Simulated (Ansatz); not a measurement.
# AlH (SMILES [AlH]) at 6 levels

Aim: a comparison of 6 runs (UHF/cc-pVTZ, SVWN5/3-21G, BLYP/cc-pVTZ, PBE0/cc-pVTZ, RPA@PBE/cc-pVTZ, FCI/3-21G) of AlH. 

Program for the calculation: Ansatz 0.2.0.

53 further runs of the same task are left out: 53 set aside as unsound or not needed.

### Step 1. The molecule

AlH: 2 atoms, total charge 0, spin state singlet. As SMILES, `[AlH]`. The H2–Al1 distance was set to 2.420 Å, away from the relaxed value.

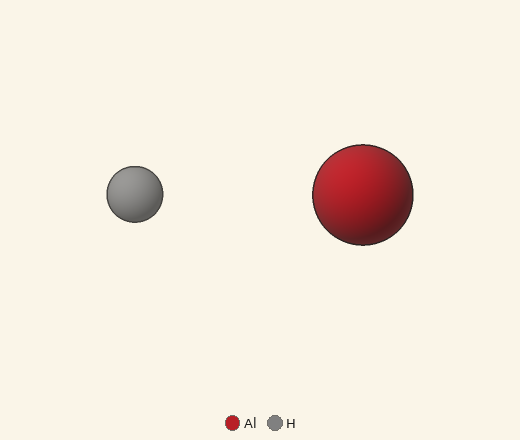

Viewed from a chosen angle; aluminium red, hydrogen grey.

### Step 2. The energy at UHF/cc-pVTZ (run 1)

Input file input.yaml:

```yaml
basis:
  gaussian:
    orbitals: cc-pVTZ
crystal:
  periodic: [false, false, false]
  atoms:
    - symbol: Al
      position_ang: [0.000000, 0.000000, -0.806730]
    - symbol: H
      position_ang: [0.000000, 0.000000, 1.613470]
total_charge: 0
magnetization:
  spin_polarized: true
  initial_magnetization: 0
hamiltonian:
  xc: hf
accuracy: high
```

Started as:

```console
ansatz run input.yaml --threads 1 --pin off --max-ram 2610MiB --events-out events.jsonl --progress --plain --runs-dir runs
```

The program printed:

```text
Warning: RAYON_NUM_THREADS=1 ignored (pool sized by the plan → 1); use --threads N
Functional definition: HF
  name "HF"
  exchange = exact_x
  correlation = 0
608 factors; integrals over basis functions are off by at most 3.7e-9 eV
mean field evaluation 1: about -6595.5990 eV, gradient 6.4e0 eV
mean field evaluation 2: about -6595.5996 eV, gradient 6.4e0 eV
mean field evaluation 4: about -6596.3757 eV, gradient 5.6e-1 eV
mean field evaluation 8: about -6596.3817 eV, gradient 9.7e-4 eV
mean field evaluation 16: about -6596.3739 eV, gradient 6.7e-1 eV
mean field evaluation 32: about -6596.3854 eV, gradient 1.7e-8 eV
mean field evaluation 64: about -6596.0942 eV, gradient 2.1e0 eV
mean field evaluation 96: about -6596.3817 eV, gradient 3.2e-5 eV
mean field -6596.38542885 eV, -242.4126933196 hartree, gradient 1.7e-8 eV, S^2 0.087594; 2 other end points of the search recorded, 0 dependent functions left out
reference -6596.38542885 eV, -242.4126933196 hartree; 7, 7 occupied and 41, 41 virtual orbitals, 608 factors
Total energy: -6596.38542885 eV, -242.4126933196 hartree
```

It took 0.93 s on 1 thread of Intel Xeon Platinum 8259CL at 2.50GHz (Skylake/Cascade Lake), shared host.

### Step 3. The energy at SVWN5/3-21G (run 2)

Input file in.yaml:

```yaml
crystal:
  periodic: [false, false, false]
  atoms:
    - {symbol: Al, position_ang: [0.000000, 0.000000, -0.806730]}
    - {symbol: H, position_ang: [0.000000, 0.000000, 1.613470]}
basis:
  gaussian:
    orbitals: 3-21G.json
hamiltonian:
  xc: {name: SVWN5}
accuracy: high
```

The basis set 3-21G is read from a file made from the Basis Set Exchange's data (not shown).

Started as:

```console
ansatz run in.yaml --threads 1 --pin off --max-ram 2610MiB --events-out events.jsonl --progress --plain --runs-dir runs
```

The program printed:

```text
Warning: RAYON_NUM_THREADS=1 ignored (pool sized by the plan → 1); use --threads N
Functional definition: SVWN5
  name "SVWN5"
  exchange = slater_x
  correlation = vwn5_c
276 factors; integrals over basis functions are off by at most 3.2e-9 eV
mean field evaluation 1: about -6543.9393 eV, gradient 1.2e1 eV
mean field evaluation 2: about -6540.3800 eV, gradient 2.0e1 eV
mean field evaluation 4: about -6544.9725 eV, gradient 4.9e-1 eV
mean field evaluation 8: about -6544.9724 eV, gradient 1.2e-2 eV
mean field evaluation 16: about -6544.9724 eV, gradient 9.5e-7 eV
mean field -6544.97240037 eV, -240.5232993720 hartree, gradient 3.0e-8 eV, S^2 0.000000; 0 other end points of the search recorded, 0 dependent functions left out
reference -6544.97240263 eV, -240.5232994551 hartree; 7, 7 occupied and 8, 8 virtual orbitals, 276 factors
Total energy: -6544.97240263 eV, -240.5232994551 hartree
```

Wall time 0.38 s (1 thread of Intel Xeon Platinum 8259CL at 2.50GHz (Skylake/Cascade Lake), shared host).

### Step 4. A single-point energy at BLYP/cc-pVTZ (run 3)

Input file input.yaml:

```yaml
crystal:
  periodic: [false, false, false]
  atoms:
    - {symbol: Al, position_ang: [0.000000, 0.000000, -0.806730]}
    - {symbol: H, position_ang: [0.000000, 0.000000, 1.613470]}
basis:
  gaussian:
    orbitals: cc-pVTZ
accuracy: high
hamiltonian:
  xc: {name: BLYP}
```

Started as:

```console
ansatz run input.yaml --threads 1 --pin off --max-ram 2610MiB --events-out events.jsonl --progress --plain --runs-dir runs
```

The program printed:

```text
Warning: RAYON_NUM_THREADS=1 ignored (pool sized by the plan → 1); use --threads N
Functional definition: BLYP
  name "BLYP"
  parameter beta = 0.0042
  parameter a = 0.04918
  parameter b = 0.132
  parameter c = 0.2533
  parameter d = 0.349
  exchange = b88_x(beta = beta)
  correlation = lyp_c(a = a, b = b, c = c, d = d)
608 factors; integrals over basis functions are off by at most 3.7e-9 eV
mean field evaluation 1: about -6609.0401 eV, gradient 1.7e1 eV
mean field evaluation 2: about -6595.1375 eV, gradient 2.4e1 eV
mean field evaluation 4: about -6610.8895 eV, gradient 3.4e0 eV
mean field evaluation 8: about -6610.9707 eV, gradient 1.4e-1 eV
mean field evaluation 16: about -6610.9708 eV, gradient 4.0e-6 eV
mean field -6610.97077252 eV, -242.9486948130 hartree, gradient 3.4e-9 eV, S^2 0.000000; 0 other end points of the search recorded, 0 dependent functions left out
reference -6610.97080900 eV, -242.9486961538 hartree; 7, 7 occupied and 41, 41 virtual orbitals, 608 factors
Total energy: -6610.97080900 eV, -242.9486961538 hartree
```

Wall time 1.7 s (1 thread of Intel Xeon Platinum 8259CL at 2.50GHz (Skylake/Cascade Lake), shared host); peak memory 0.1 GiB.

Runs 4 to 5 aren't shown in full; the table further down has their settings and results.

### Step 5. The energy at FCI/3-21G (run 6)

Input file job.yaml:

```yaml
basis:
  gaussian:
    orbitals: 3-21G.json
crystal:
  periodic: [false, false, false]
  atoms:
    - {symbol: Al, position_ang: [0.000000, 0.000000, -0.806730]}
    - {symbol: H, position_ang: [0.000000, 0.000000, 1.613470]}
accuracy: high
correlation:
  method: fci
  frozen_orbitals: {Al: 5, H: 0}
```

The basis set 3-21G is read from a file made from the Basis Set Exchange's data (not shown).

Started as:

```console
ansatz run job.yaml --threads 1 --pin off --max-ram 2610MiB --events-out events.jsonl --progress --plain --runs-dir runs
```

The program printed:

```text
Warning: RAYON_NUM_THREADS=1 ignored (pool sized by the plan → 1); use --threads N
Functional definition: HF
  name "HF"
  exchange = exact_x
  correlation = 0
276 factors; integrals over basis functions are off by at most 3.2e-9 eV
mean field evaluation 1: about -6559.2081 eV, gradient 8.8e0 eV
mean field evaluation 2: about -6559.2083 eV, gradient 8.8e0 eV
mean field evaluation 4: about -6559.9898 eV, gradient 4.0e-1 eV
mean field evaluation 8: about -6559.9908 eV, gradient 2.7e-3 eV
mean field -6559.99083794 eV, -241.0752167727 hartree, gradient 1.0e-8 eV, S^2 0.000000; 0 other end points of the search recorded, 0 dependent functions left out; unrestricted orbitals would lower it
mean field evaluation 16: about -6559.9414 eV, gradient 3.8e0 eV
5 core orbitals not correlated: weight in the atoms' cores, before any rotation towards them, 1.000 or more for the frozen orbitals, at most 0.000 for the correlated occupied ones
reference -6559.99083794 eV, -241.0752167727 hartree; 2, 2 occupied and 8, 8 virtual orbitals, 276 factors
state -6561.64445777 eV, -241.1359861806 hartree
Total energy: -6561.64445777 eV, -241.1359861806 hartree
```

Run time: 0.24 s. Hardware: 1 thread of Intel Xeon Platinum 8259CL at 2.50GHz (Skylake/Cascade Lake), shared host.

### Step 6. The series

```csv
run,level,frozen core orbitals,energy (Eh),wall time
1,UHF/cc-pVTZ,–,-242.412693,0.93 s
2,SVWN5/3-21G,–,-240.523299,0.38 s
3,BLYP/cc-pVTZ,–,-242.948696,1.7 s
4,PBE0/cc-pVTZ,–,-242.819192,1.1 s
5,RPA@PBE/cc-pVTZ,5,-242.561391,1.6 s
6,FCI/3-21G,5,-241.135986,0.24 s
```

### Step 7. Outcome

| quantity | value |
| --- | --- |
| run 6: total energy | -241.13599 Eh |
| run 6: correlation energy (5 core orbitals frozen) | -60.8 mEh |

What this shows: Totals of different functionals can't be ranked against each other. All runs together took 5.9 s, the longest 1.7 s.
